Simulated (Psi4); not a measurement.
# wB97M-V/cc-pVDZ run of B2H4F2 (SMILES [BH2-]1[F+][BH2-][F+]1)

What is the vertical ionisation energy of B2H4F2 at wB97M-V/cc-pVDZ? 

The results are computed with Psi4 1.11.

**1. The structure to begin with**

B2H4F2 has 8 atoms, charge 0, and is taken as a singlet. As SMILES, `[BH2-]1[F+][BH2-][F+]1`. The coordinates come from a PBE0-D4/def2-TZVP relaxation.

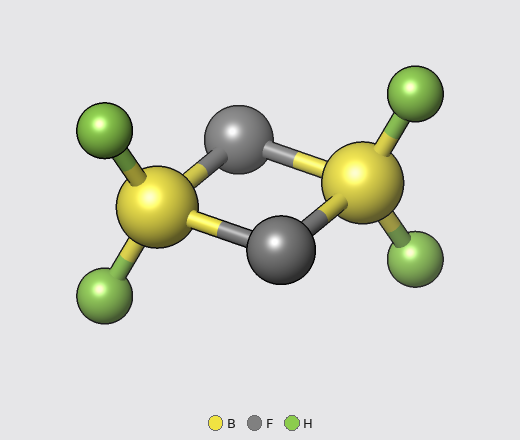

Viewed from a chosen angle; boron yellow, fluorine grey, hydrogen green.

**2. The energy at wB97M-V/cc-pVDZ**

The input, calc.inp:

```
memory 2200 mb

molecule {
  B     -0.92218635     1.79013756    -0.55520154
  F      1.20432246     1.01289320     1.26725034
  B      0.92218635    -1.78994859     0.55539051
  F     -1.20337760    -1.01270423    -1.26819520
  H     -0.06803014     2.94287049    -2.28713553
  H     -2.72158356     2.47251766     0.60849181
  H      2.72158356    -2.47384047    -0.60773592
  H      0.06689630    -2.94192563     2.28713553
  units au
  symmetry c1
}

set {
  reference rks
  puream true
  e_convergence 1e-09
  d_convergence 1e-08
  scf_type pk
  dft_radial_points 99
  dft_spherical_points 590
}

energy("wb97m-v/cc-pVDZ")
```

Launch:

```bash
psi4 -i calc.inp -o calc.out -n 1
```

calc.out:

```text
[...]
  Running in c1 symmetry.
[...]
  Nuclear repulsion =  118.500675984207234
[...]
  Multiplicity = 1
[...]
  Nalpha       = 16
  Nbeta        = 16
[...]
    Number of basis functions: 76
[...]
   @RKS iter   1:  -251.74174811268620   -7.53026e-01   2.86897e-03 DIIS/ADIIS
[...]
   @RKS iter  10:  -251.76234012776240   -4.43379e-12   2.64308e-09 DIIS
[...]
    Orbital Energies [Eh]
    ---------------------
    Doubly Occupied:
       1A    -24.984305     2A    -24.984268     3A     -6.995835
       4A     -6.995811     5A     -1.428788     6A     -1.372379
       7A     -0.752301     8A     -0.737962     9A     -0.675957
      10A     -0.657311    11A     -0.584959    12A     -0.579265
      13A     -0.562848    14A     -0.503188    15A     -0.459218
      16A     -0.418907
[...]
  @RKS Final Energy:  -251.76234012776240
   => Energetics <=
    Nuclear Repulsion Energy =            118.5006759842072341
    One-Electron Energy =                -581.4792688261600233
    Two-Electron Energy =                 232.9900848621878993
    DFT Exchange-Correlation Energy =     -21.9038192187739433
    Empirical Dispersion Energy =           0.0000000000000000
    VV10 Nonlocal Energy =                  0.1299870707764211
    Total Energy =                       -251.7623401277623998
[...]
 Multipole Moments:
 ------------------------------------------------------------------------------------
     Multipole            Electronic (a.u.)      Nuclear  (a.u.)        Total (a.u.)
 ------------------------------------------------------------------------------------
 L = 1.  Multiply by 2.5417464519 to convert [e a0] to [Debye]
 Dipole X            :          0.0010228           -0.0010280           -0.0000053
 Dipole Y            :          0.0006136           -0.0003753            0.0002383
 Dipole Z            :         -0.0006021            0.0007458            0.0001437
 Magnitude           :                                                    0.0002783
[...]
```

It took 2.7 min on 1 thread of AMD EPYC 7R43 (Zen 3), shared host; peak memory 1.5 GiB.

**3. The doublet cation at the same level**

The input, job.dat:

```
memory 2200 MB

molecule {
  1 2
  B
  F 1 R2
  B 2 R3 1 A3
  F 1 R4 2 A4 3 D4
  H 1 R5 4 A5 3 D5
  H 1 R6 5 A6 4 D6
  H 3 R7 2 A7 1 D7
  H 3 R8 7 A8 2 D8

  R2 = 1.53803
  R3 = 1.537555
  A3 = 91.90819
  R4 = 1.537654
  A4 = 88.09232
  D4 = -0.02888
  R5 = 1.190116
  A5 = 110.01073
  D5 = 110.64568
  R6 = 1.190079
  A6 = 123.15035
  D6 = -132.28927
  R7 = 1.190167
  A7 = 110.01955
  D7 = 110.63942
  R8 = 1.190062
  A8 = 123.14405
  D8 = -132.31119
  symmetry c1
  no_reorient
  no_com
}

set basis cc-pVDZ
set reference uks
set puream true
set e_convergence 1e-09
set d_convergence 1e-08
set scf_type pk
set dft_radial_points 99
set dft_spherical_points 590
set maxiter 100

energy_value = energy('wb97m-v')
```

Launch:

```bash
psi4 -n 1 job.dat job.out
```

job.out:

```text
[...]
  Running in c1 symmetry.
[...]
  Nuclear repulsion =  118.500659089444312
[...]
  Multiplicity = 2
[...]
  Nalpha       = 16
  Nbeta        = 15
[...]
    Number of basis functions: 76
[...]
   @UKS iter   1:  -251.30553846761674   -3.16818e-01   2.37025e-03 DIIS/ADIIS
[...]
   @UKS iter  12:  -251.32844093056696   -1.22213e-12   4.51177e-09 DIIS
[...]
   @S^2 Observed:                7.531117963E-01
[...]
    Orbital Energies [Eh]
    ---------------------
    Alpha Occupied:
       1A    -25.272067     2A    -25.272046     3A     -7.272275
       4A     -7.272237     5A     -1.706265     6A     -1.649363
       7A     -1.024274     8A     -1.007336     9A     -0.947190
      10A     -0.935429    11A     -0.865995    12A     -0.848137
      13A     -0.833682    14A     -0.775948    15A     -0.736581
      16A     -0.697974
    Alpha Virtual:
      17A     -0.154017    18A     -0.084801    19A     -0.068780
      20A     -0.027242    21A      0.003884    22A      0.022569
      23A      0.043046    24A      0.062530    25A      0.076432
[...]
  @UKS Final Energy:  -251.32844093056696
   => Energetics <=
    Nuclear Repulsion Energy =            118.5006590894443121
    One-Electron Energy =                -572.8130174036920153
    Two-Electron Energy =                 224.5387594748081028
    DFT Exchange-Correlation Energy =     -21.6816272446500520
    Empirical Dispersion Energy =           0.0000000000000000
    VV10 Nonlocal Energy =                  0.1267851535227251
    Total Energy =                       -251.3284409305669556
  UHF NO Occupations:
  HONO-2 :   14  A 1.9995860
  HONO-1 :   15  A 1.9995346
[...]
 Multipole Moments:
 ------------------------------------------------------------------------------------
     Multipole            Electronic (a.u.)      Nuclear  (a.u.)        Total (a.u.)
 ------------------------------------------------------------------------------------
 L = 1.  Multiply by 2.5417464519 to convert [e a0] to [Debye]
 Dipole X            :          0.0007375           -0.0012797           -0.0005423
 Dipole Y            :          0.0001019           -0.0002850           -0.0001831
 Dipole Z            :          0.0005166           -0.0001841            0.0003325
 Magnitude           :                                                    0.0006619
[...]
```

Run time: 3.4 min. Hardware: 1 thread of AMD EPYC 7R43 (Zen 3), shared host; peak memory 1.5 GiB.

**4. Outcome**

Level: wB97M-V/cc-pVDZ.

```
                                          quantity          value
                      singlet B2H4F2: total energy  -251.76234 Eh
                     singlet B2H4F2: dipole moment         0.00 D
                       singlet B2H4F2: HOMO energy      -11.40 eV
                       singlet B2H4F2: LUMO energy        2.33 eV
                     singlet B2H4F2: HOMO–LUMO gap       13.73 eV
                      doublet cation: total energy  -251.32844 Eh
doublet cation: HOMO energy (highest over α and β)      -18.33 eV
 doublet cation: LUMO energy (lowest over α and β)      -12.23 eV
                              doublet cation: ⟨S²⟩          0.753
vertical ionisation energy (to the doublet cation)      11.807 eV
```

The vertical ionisation energy comes to 11.81 eV (1139 kJ/mol). The negative HOMO energy of the first species, 11.40 eV, lies 0.41 eV below that difference.
